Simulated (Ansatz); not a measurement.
## Amorphous Si40O20

The cell was made by melting and quenching with the CHGNet potential and then relaxed with DFT. O atoms were pushed apart under 1.9 Å during the dynamics, to hinder bonds among them. The hot cell started wider than the set density and was brought back towards it in steps. It is the lowest in DFT energy of 2 quenches. It is a model cell: composition and starting density were chosen by hand, and all elements were melted together. No dispersion term was used.

Methods: PBE, scalar-relativistic without spin-orbit coupling (Ansatz, a program for electronic structure); r2SCAN, scalar-relativistic without spin-orbit coupling (Ansatz); HSE06, scalar-relativistic without spin-orbit coupling (Ansatz). Geometry, pressure, stress and energy are those of the PBE run. Its sampling: a 2×2×2 Γ-centred mesh; Fermi-Dirac width 0.02 eV; no spin polarisation. Other functionals are single points at the zone centre (r2SCAN at 500 eV; exact exchange cut at the cell's faces), free to take moments where seeds were set. The usual formal charges leave 120 electrons over, so the level spacing at the Fermi energy parts defect or band states and needn't be the band gap. At PBE the levels at the filled edge of the gap are localised (band-tail or defect states), and the nearest spread-out levels lie 1.2 eV apart at the zone centre.

The number of atoms in the cell comes out as 60 and the density (volume relaxed, without dispersion) is 2.27 g/cm³. The volume per atom is 17.57 Å^3, the pressure on a 2×2×2 Γ-centred mesh is -0.01 GPa and the largest force and stress component on that mesh (the relaxation ran on the zone centre alone) comes out as 0.35 eV/Å and 1.6 GPa. The energy relative to alpha cristobalite + silicon (lowest mix at this level among the phases computed, not always the ambient ones) is 0.407 eV/atom and the level spacing at the Fermi energy on a 2×2×2 Γ-centred mesh (PBE) is 0.42 eV. The level spacing at the Fermi energy at the zone centre (PBE) is 0.88 eV. The level spacing at the Fermi energy at the zone centre (r2SCAN) comes out as 1.01 eV and the level spacing at the Fermi energy at the zone centre (HSE06) comes out as 1.34 eV.

Bonds are counted up to Si-Si 2.60 Å, Si-O 2.04 Å, O-O 1.58 Å. Two cations that share two anions don't count as bonded, nor two that share one unless they lie closer than Si-Si 2.38 Å.

| Property | Result |
|---|---|
| Mean coordination of Si by anions | 1.05 (20 with 0, 6 with 1, 8 with 2, 4 with 3, 2 with 4); 114 close contacts or bonds to cations besides |
| Mean coordination of O | 2.10 (18 with 2, 2 with 3) |
| Mean Si-Si bond | 2.403 Å (spread 0.067 Å, 57 counted) |
| Mean Si-O bond | 1.678 Å (spread 0.065 Å, 42 counted) |

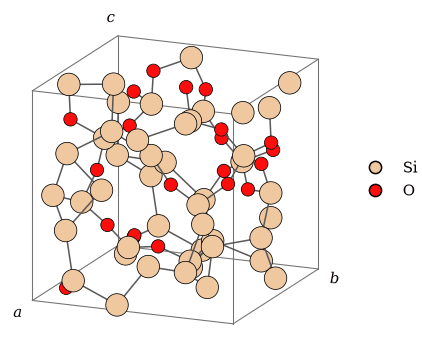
Figure: The relaxed cell

Its density started from a set value of 2.16 g/cm³. Cooling (nominally 290 K/ps over its main leg) ran many orders faster than in experiment, which tends to leave more defects and strain. A cell of this size samples the disorder only roughly. The volume was free in the relaxation, at fixed shape. Stress components on the final sampling reach 1.6 GPa. On a 2×2×2 Γ-centred mesh force components of up to 0.35 eV/Å stay, since the relaxation ran on the zone centre alone.
